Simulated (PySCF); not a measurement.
**CH10BNSi2 (SMILES NB[SiH2]C[SiH3]): density, localisation and related maps**

Input file:

```
{"job": {"kind": "nmr", "xc": "PBE0", "basis": "pcSseg-1"}, "charge": 0, "multiplicity": 1}
N     -2.587336    -0.895974     0.039005
B     -2.290359     0.358695    -0.453362
Si    -0.425103     0.960028    -0.581507
C      0.799036    -0.429295    -0.077847
Si     2.638134     0.009564    -0.171558
H     -1.887827    -1.554330     0.345050
H     -3.520612    -1.263750     0.137808
H     -3.210473     1.019620    -0.775138
H     -0.092011     2.114508     0.282279
H     -0.001394     1.394417    -1.930493
H      0.616819    -1.301434    -0.709453
H      0.570284    -0.745368     0.942243
H      3.449661    -1.148485     0.231625
H      3.001506     0.371242    -1.542113
H      2.935259     1.118552     0.735894
```

Command:

```sh
OMP_NUM_THREADS=1 python probes_run.py task.json out
```

Geometry: GFN2-xTB.

These are results of PBE0/pcSseg-1, SCF density, gas phase, non-relativistic (PySCF), not measurements.

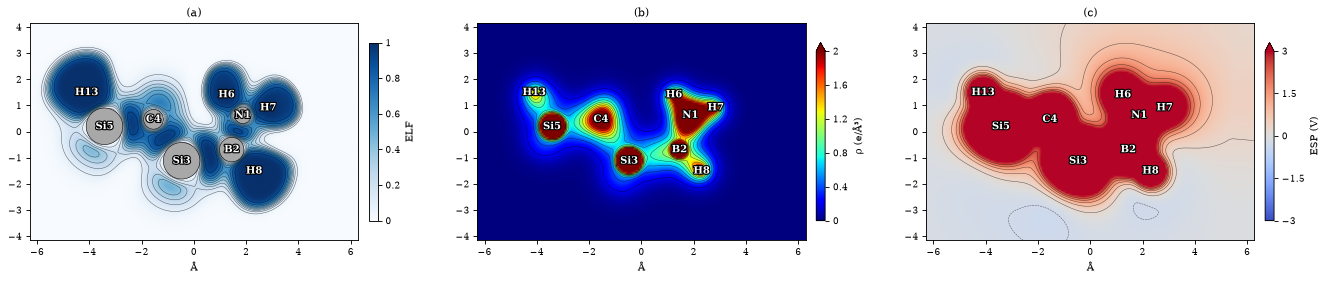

Figure 1. (a) ELF; (b) electron density; (c) molecular electrostatic potential on the plane of atoms B2, N1 and H7. Grey discs cover the atomic cores in the ELF map.

### Read the bonding off the picture.

The section cuts through N, B, Si, C and H sites. B–N (1.38 Å): ρ at the midpoint is about 2 e/Å³; the ELF peaks at about 0.90 between the atoms, as expected for a short, strongly polar bond. C–Si (1.89 Å): ρ at the midpoint is about 0.9 e/Å³; the ELF peaks at about 0.95 between the atoms; a covalent bond. Si–B (1.96 Å): ρ is about 0.84 e/Å³ halfway; the ELF peaks at about 1 between the atoms (localised, covalent bonding). N–H (1.01 Å): ρ at the midpoint is about 2.9 e/Å³; the ELF climbs to about 1 towards the hydrogen, as it does in any bond to H; an ordinary covalent bond to hydrogen. B–H (1.18 Å): ρ at the midpoint is about 1.3 e/Å³; the ELF climbs to about 1 towards the hydrogen (an ordinary covalent bond to hydrogen). Outside the dense part of the molecule the potential is most negative (−0.4 V) near H10, which lies off the plane.

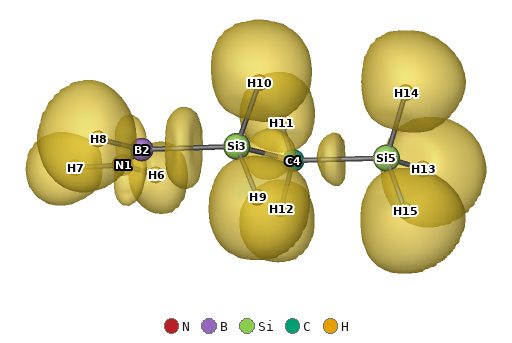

Figure 2. Isosurface of the ELF at 0.85 (yellow), seen from one side. Only the valence region is drawn (cores and ρ < 0.01 e/Å³ removed).

### Describe the localisation domains.

At this value the surface marks out one region between bonded B–N atoms (shared pairs), one region between bonded B–Si atoms (shared pairs), two regions between bonded C–Si atoms (shared pairs) and ten regions around hydrogen nuclei.

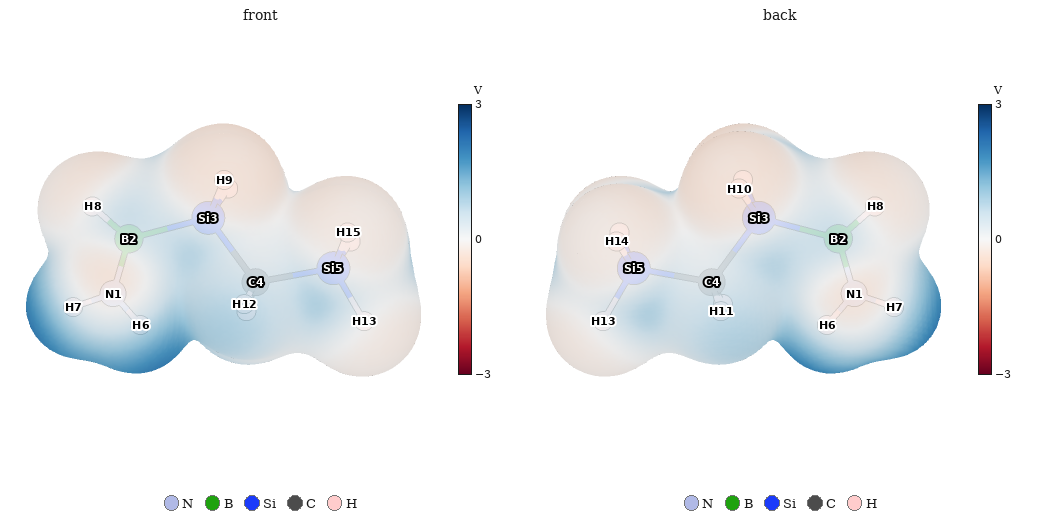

Figure 3. The electrostatic potential painted on the density surface at 0.002 e/bohr³, seen from the front and from behind; red is negative and blue positive.

### Describe the electrostatic potential map.

The most negative region (about −0.4 V) lies over H9 and H10, the most positive (about +2.0 V) over H6 and H7.

### What dipole moment does the calculation give?

Its dipole moment is 3.10 D.
